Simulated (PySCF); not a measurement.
## A study: C3H9In, SMILES `C[In](C)C`

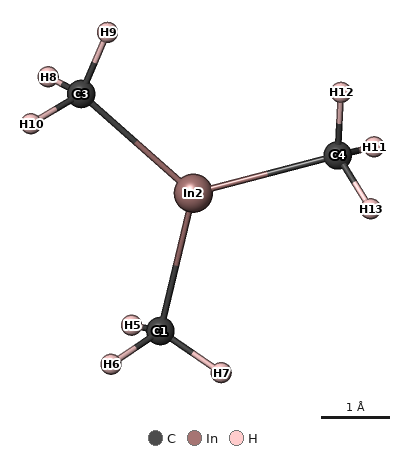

The molecule, with its atoms numbered as below. No frequency check shows the geometry to be a minimum.

Coordinates in Å:

```
C1       0.4742    2.1893   -0.0022
In2     -0.0019   -0.0025    0.0015
C3       1.6721   -1.4961   -0.0022
C4      -2.1393   -0.6837   -0.0017
H5       0.9875    2.4574   -0.9254
H6       1.1272    2.4310    0.8362
H7      -0.4384    2.7783    0.0777
H8       2.2480   -1.4056   -0.9229
H9       1.2805   -2.5096    0.0716
H10      2.3382   -1.3099    0.8398
H11     -2.5899   -0.4800   -0.9728
H12     -2.1997   -1.7526    0.1977
H13     -2.7030   -0.1455    0.7597
```

### 1. Bonding charge

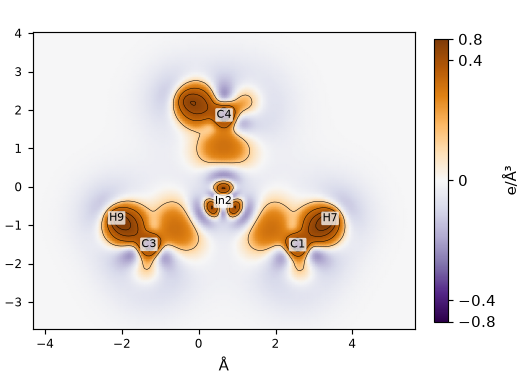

Deformation density (molecule less spherical, spin-averaged free atoms) in the plane of C1, In2, C3, C4, H7 and H9; colour scale in e/Å³, logarithmic beyond ±0.1; orange: gain, purple: loss.

PySCF calculation, PBE/def2-TZVP, gas phase; geometry: GFN2-xTB. Core potentials replace the inner electrons of In; spin–orbit coupling isn't included.

Question: How much density has each bond in this plane gained at its critical point, relative to the free atoms?

Answer: C3–H9: +0.65 e/Å³ at the bond critical point (bond length 1.09 Å, Mayer order 1.0). C1–H7: +0.65 e/Å³ at the bond critical point (bond length 1.09 Å, Mayer order 1.0). C1–In2: +0.12 e/Å³ at the bond critical point (bond length 2.24 Å, Mayer order 0.8). In2–C4: +0.12 e/Å³ at the bond critical point (bond length 2.24 Å, Mayer order 0.8). In2–C3: +0.12 e/Å³ at the bond critical point (bond length 2.24 Å, Mayer order 0.8). In all, 2.5 electrons gather in the regions of gain relative to the promolecule. A small or negative value marks a very polar bond, one between electron-rich atoms, whose free-atom densities already overlap strongly, a long bond to a heavier atom, or a closed-shell contact such as a hydrogen bond.

Question: Where do the Hirshfeld charges lie?

Answer: The highest Hirshfeld charge is on In2 (+0.53 e), the lowest on C1 (−0.24 e).

```tsv
atom	charge (e)
C1	−0.24
In2	+0.53
C3	−0.24
C4	−0.24
H5	+0.02
H6	+0.02
H7	+0.02
H8	+0.02
H9	+0.02
H10	+0.02
H11	+0.02
H12	+0.02
H13	+0.02
```

### 2. Local ionisation energy

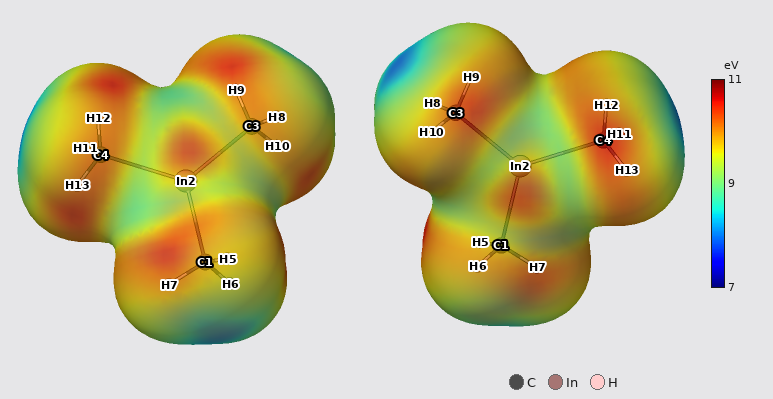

Average local ionisation energy on the surface of electron density 0.001 a.u. (back view left, front view right).

Question: Where are the most loosely bound electrons on this surface?

Answer: The lowest value is 7.9 eV, near H5 (1.88 Å), H7 (1.95 Å), H6 (2.03 Å) and C1 (2.04 Å). Further minima include 8.0 eV, near H8 (1.90 Å), H9 (1.91 Å), C3 (2.04 Å) and H10 (2.05 Å); 8.8 eV, off the In2–C3 bond (2.3 to 2.4 Å from its atoms); 8.9 eV, near H8 (2.13 Å), H5 (2.18 Å) and C3 (2.32 Å). For comparison, the highest occupied orbital lies at −5.8 eV.

Question: What volume does the surface enclose, and what is the dipole moment?

Answer: About 139 Å³; the dipole moment is 0.0 D.

### 3. In an electric field

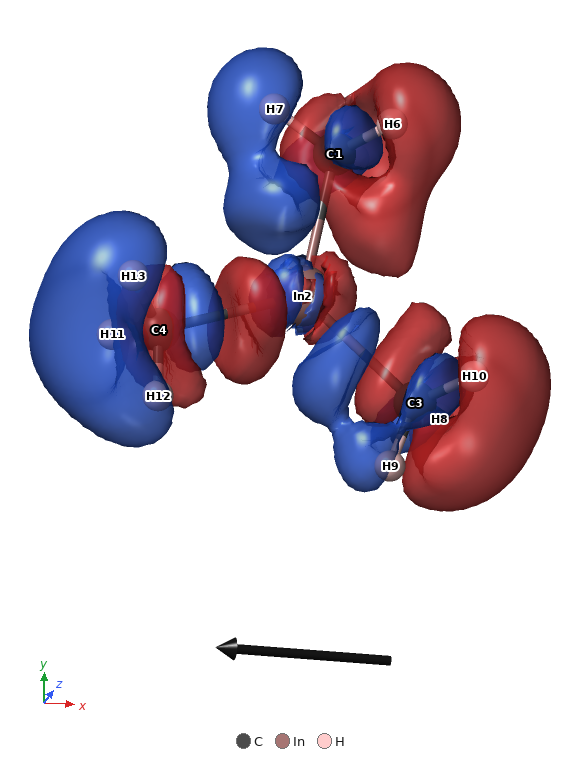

Change of the electron density in a uniform field of 0.21 V/Å along −x (arrow), surfaces at ±0.001 e/Å³ (red: gain, blue: loss).

Computed with PySCF, PBE/def2-TZVP, geometry: GFN2-xTB. Core potentials replace the inner electrons of In; spin–orbit coupling isn't included. A basis without diffuse functions makes polarisabilities too small.

The field was applied in both directions; the picture shows the one opposite to the script's first.

Question: How large is the response?

Answer: The induced dipole is 0.96 D (along the field); α along this axis, from the fields in both directions, is 95 bohr³ (14.0 Å³).
